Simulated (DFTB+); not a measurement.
**Energy and gradient calculation of C2H9BSiSn**

System: C2H9BSiSn.
Method: GFN2-xTB, R-SCC, dispersion built in (DFTB+ 25.1).

The geometry: force field.

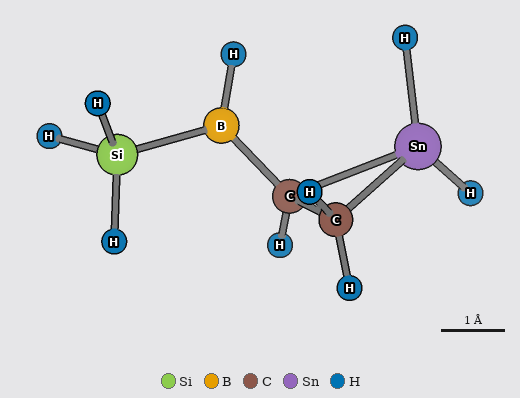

Figure 1. The input geometry (ball-and-stick view, seen at a tilt). Sticks mark near contacts.

Key numbers:

| quantity | value |
| --- | --- |
| outcome | converged |
| total energy | −13.775959 hartree |
| basis functions | 39 |
| largest force | 2.709 eV/Å |
| HOMO | −9.08 eV |
| LUMO | −7.61 eV |
| dipole moment | 0.94 D |
| hardware | 1 thread of Intel Xeon (Granite Rapids), 128 GiB of memory available, shared host |
| peak memory | 0.071 GiB |

Settings chosen away from the usual ones: scf_conv.

Input file (dftb_in.hsd):
```
# GFN2-XTB energy and gradient
Geometry = GenFormat {
  14 C
  Si B C Sn H
     1  1     -2.032800      1.022700      0.739600
     2  2     -0.272400      0.966300      0.041600
     3  3      0.198400     -0.341100     -0.722700
     4  3      0.575900     -1.486600      0.162200
     5  4      2.379300     -0.660900     -0.567500
     6  5     -2.041100      1.326000      2.176000
     7  5     -2.769500      2.168900      0.066700
     8  5     -2.733700     -0.185700      0.455000
     9  5      0.447300      1.923700      0.180000
    10  5     -0.229300     -0.600800     -1.660600
    11  5      0.318800     -1.351300      1.275500
    12  5      0.270100     -2.470700     -0.271500
    13  5      2.976300      0.759000      0.285300
    14  5      2.899700     -1.098900     -2.130800
}

Hamiltonian = xTB {
  Method = "GFN2-xTB"
  SCCTolerance = 1e-07
}

Analysis = {
  PrintForces = Yes
}

Options = {
  WriteResultsTag = Yes
}

InputVersion = 25.1
```

Launch command:
```bash
dftb+ > dftb.out
```

The program's output:
```
|  DFTB+ development version (commit: a23bfb2)

Reading input file 'dftb_in.hsd'
Parser version: 14

--------------------------------------------------------------------------------

Processed input in HSD format written to 'dftb_pin.hsd'

Starting initialization...
--------------------------------------------------------------------------------
OpenMP threads:              1
Chosen random seed:          1005065833
Current stacksize:           unlimited
Mode:                        Static calculation
Self consistent charges:     Yes
SCC-tolerance:                 0.100000E-06
Max. scc iterations:                    100
Shell resolved Hubbard:      Yes
Spin polarisation:           No
Nr. of up electrons:            14.000000
Nr. of down electrons:          14.000000
Periodic boundaries:         No
Electronic solver:           Relatively robust
Mixer:                       Broyden mixer
Mixing parameter:                  0.200000
Nr. of chrg. vec. in memory:            100
Max. SCC-cycles:                        100
tblite library version:      0.3.0
-> parametrization:          GFN2-xTB
-> repulsion:                Yes
-> dispersion:               Yes
-> halogen bonding:          No
-> electrostatics:           Yes
   -> isotropic:             Yes
   -> anisotropic:           Yes
   -> third-order:           Yes
Electronic temperature:              0.950045E-03 H      0.258520E-01 eV
Initial charges:             Set automatically (system chrg:   0.000E+00)
Included shells:            Si:  s, p, d
                             B:  s, p
                             C:  s, p
                            Sn:  s, p, d
                             H:  s
Extra options:
                             Mulliken analysis
                             Force calculation
Force type                   original

--------------------------------------------------------------------------------

***  Geometry step: 0

 iSCC Total electronic   Diff electronic      SCC error
    1   -0.13755489E+02    0.00000000E+00    0.31602541E+01
    2   -0.13882172E+02   -0.13755489E+02    0.15313919E+01
    3   -0.13889369E+02   -0.12668267E+00    0.19342407E+01
    4   -0.13879377E+02   -0.71970303E-02    0.98174475E+00
    5   -0.13898043E+02    0.99918478E-02    0.54186503E+00
    6   -0.13901190E+02   -0.18665892E-01    0.32390392E+00
    7   -0.13901477E+02   -0.31469071E-02    0.12228530E+00
    8   -0.13902751E+02   -0.28730097E-03    0.29290626E-01
    9   -0.13902820E+02   -0.12740431E-02    0.13857180E-01
   10   -0.13902881E+02   -0.69239168E-04    0.11740997E-01
   11   -0.13902917E+02   -0.60270546E-04    0.13515122E-02
   12   -0.13902907E+02   -0.35953478E-04    0.12261812E-02
   13   -0.13902915E+02    0.10034541E-04    0.39641802E-03
   14   -0.13902914E+02   -0.88783604E-05    0.24832329E-03
   15   -0.13902913E+02    0.16054961E-05    0.54688321E-04
   16   -0.13902913E+02    0.54083268E-06    0.35480953E-04
   17   -0.13902913E+02    0.45863944E-06    0.18195228E-04
   18   -0.13902913E+02    0.22699156E-06    0.64574859E-05
   19   -0.13902913E+02   -0.77656578E-07    0.73259753E-05
   20   -0.13902913E+02   -0.82142371E-07    0.51192964E-06
   21   -0.13902913E+02   -0.17484680E-10    0.12152179E-06
   22   -0.13902913E+02   -0.30230023E-08    0.10543082E-06
   23   -0.13902913E+02    0.36182080E-09    0.32275368E-07

Total Energy:                      -13.7759593361 H         -374.8629 eV
Extrapolated to 0K:                -13.7759593361 H         -374.8629 eV
Total Mermin free energy:          -13.7759593361 H         -374.8629 eV
Force related energy:              -13.7759593361 H         -374.8629 eV

--------------------------------------------------------------------------------
--------------------------------------------------------------------------------
SCC                                    +       0.01 ( 81.7%)       0.01 ( 86.7%)
--------------------------------------------------------------------------------
Missing                                +       0.00 ( 18.3%)       0.00 ( 13.3%)
Total                                  =       0.01 (100.0%)       0.01 (100.0%)
--------------------------------------------------------------------------------
```

File detailed.out:
```
Fermi distribution function

Calculation with static geometry

********************************************************************************
 iSCC Total electronic   Diff electronic      SCC error
   23   -0.13902913E+02    0.36182080E-09    0.32275368E-07
********************************************************************************

 Total charge:    -0.00000000

 Atomic gross charges (e)
 Atom           Charge
    1       0.37027366
    2       0.18756486
    3      -0.16611870
    4      -0.01753230
    5      -0.06528770
    6      -0.12212141
    7      -0.13703204
    8      -0.11965527
    9      -0.12854616
   10       0.01127406
   11       0.01756842
   12       0.03767211
   13       0.05588067
   14       0.07605981

Nr. of electrons (up):     28.00000000
Atom populations (up)
 Atom       Population
    1       3.62972634
    2       2.81243514
    3       4.16611870
    4       4.01753230
    5       4.06528770
    6       1.12212141
    7       1.13703204
    8       1.11965527
    9       1.12854616
   10       0.98872594
   11       0.98243158
   12       0.96232789
   13       0.94411933
   14       0.92394019

l-shell populations (up)
 Atom Sh.   l       Population
    1   1   0       1.39657568
    1   2   1       2.06198100
    1   3   2       0.17116966
    2   1   0       0.99016521
    2   2   1       1.82226994
    3   1   0       1.08344222
    3   2   1       3.08267648
    4   1   0       1.10015452
    4   2   1       2.91737779
    5   1   0       1.84807686
    5   2   1       2.25544129
    5   3   2      -0.03823045
    6   1   0       1.12212141
    7   1   0       1.13703204
    8   1   0       1.11965527
    9   1   0       1.12854616
   10   1   0       0.98872594
   11   1   0       0.98243158
   12   1   0       0.96232789
   13   1   0       0.94411933
   14   1   0       0.92394019

Orbital populations (up)
 Atom Sh.   l   m       Population  Label
    1   1   0   0       1.39657568  s
    1   2   1  -1       0.61880825  p_y
    1   2   1   0       0.64108219  p_z
    1   2   1   1       0.80209056  p_x
    1   3   2  -2       0.06637381  d_xy
    1   3   2  -1       0.00739209  d_yz
    1   3   2   0       0.03118981  d_z2
    1   3   2   1       0.01502021  d_xz
    1   3   2   2       0.05119373  d_x2-y2
    2   1   0   0       0.99016521  s
    2   2   1  -1       0.71614762  p_y
    2   2   1   0       0.32477731  p_z
    2   2   1   1       0.78134500  p_x
    3   1   0   0       1.08344222  s
    3   2   1  -1       1.04010413  p_y
    3   2   1   0       1.00012291  p_z
    3   2   1   1       1.04244944  p_x
    4   1   0   0       1.10015452  s
    4   2   1  -1       1.00712721  p_y
    4   2   1   0       0.99247725  p_z
    4   2   1   1       0.91777333  p_x
    5   1   0   0       1.84807686  s
    5   2   1  -1       0.84908660  p_y
    5   2   1   0       0.79897944  p_z
    5   2   1   1       0.60737525  p_x
    5   3   2  -2       0.00601175  d_xy
    5   3   2  -1      -0.00907992  d_yz
    5   3   2   0       0.01507963  d_z2
    5   3   2   1      -0.02988475  d_xz
    5   3   2   2      -0.02035715  d_x2-y2
    6   1   0   0       1.12212141  s
    7   1   0   0       1.13703204  s
    8   1   0   0       1.11965527  s
    9   1   0   0       1.12854616  s
   10   1   0   0       0.98872594  s
   11   1   0   0       0.98243158  s
   12   1   0   0       0.96232789  s
   13   1   0   0       0.94411933  s
   14   1   0   0       0.92394019  s

Fermi level:                        -0.3066424905 H           -8.3442 eV
Band energy:                       -13.9283742592 H         -379.0103 eV
TS:                                  0.0000000000 H            0.0000 eV
Band free energy (E-TS):           -13.9283742592 H         -379.0103 eV
Extrapolated E(0K):                -13.9283742592 H         -379.0103 eV
Input / Output electrons (q):     28.0000000000     28.0000000000

Energy H0:                         -13.9367829302 H         -379.2392 eV
Energy SCC:                          0.0338701906 H            0.9217 eV
Total Electronic energy:           -13.9029127395 H         -378.3175 eV
Repulsive energy:                    0.1366774312 H            3.7192 eV
Total energy:                      -13.7759593361 H         -374.8629 eV
Extrapolated to 0:                 -13.7759593361 H         -374.8629 eV
Total Mermin free energy:          -13.7759593361 H         -374.8629 eV
Force related energy:              -13.7759593361 H         -374.8629 eV

Non-constrained calculation

SCC converged

Total Forces
    1     -0.012777997870      0.026487737779      0.002872329288
    2      0.020899888219      0.000399396065     -0.013770023417
    3      0.009380220481      0.022080127319      0.019342540173
    4     -0.039739503867     -0.004326622868      0.009415535683
    5      0.046828757189     -0.016775385228      0.017347590981
    6     -0.003962501056     -0.001714705769      0.001557666043
    7      0.003399607257     -0.010742189148      0.006687351202
    8     -0.013161893404     -0.013801952409      0.000193629281
    9     -0.006306625718     -0.010805670106     -0.003585261056
   10     -0.009380767248     -0.003036635813     -0.007398657297
   11      0.012628792301     -0.007800177603     -0.034523045647
   12      0.009850969003      0.015045514486      0.015100310397
   13     -0.009481506636     -0.005297683221     -0.015165108821
   14     -0.008177438651      0.010288246516      0.001925143192

Maximal derivative component:        0.468288E-01 au

Dipole moment:   -0.11875473   -0.33939138   -0.08832231 au
Dipole moment:   -0.30184443   -0.86264691   -0.22449294 Debye
```

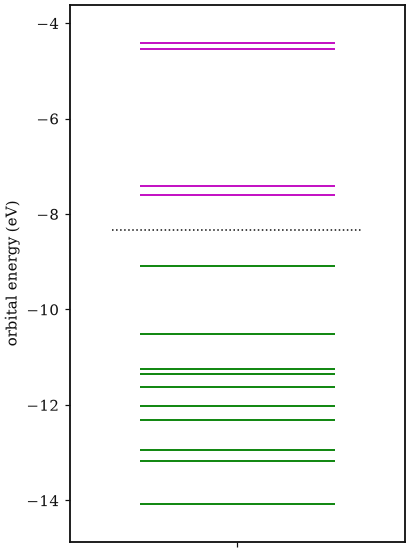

Figure 2. Orbital energies near the frontier; the dotted line parts filled from empty levels, and levels within 0.02 eV of each other stand side by side. Highest filled −9.08 eV, lowest empty −7.61 eV, 1.47 eV apart.

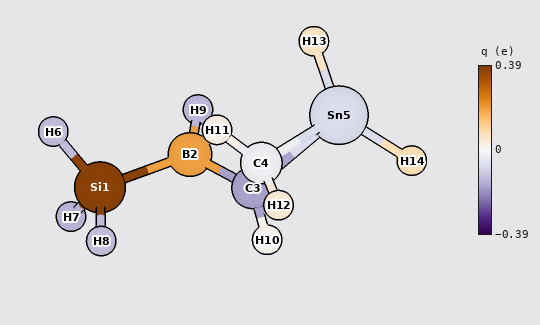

Figure 3. Mulliken charges, as the colour of each atom (ball-and-stick view, seen at a tilt; atoms are numbered from 1 in the order of the input). By element: Si +0.37, B +0.19, C −0.17 to −0.02, Sn −0.07 and H −0.14 to +0.08 e.
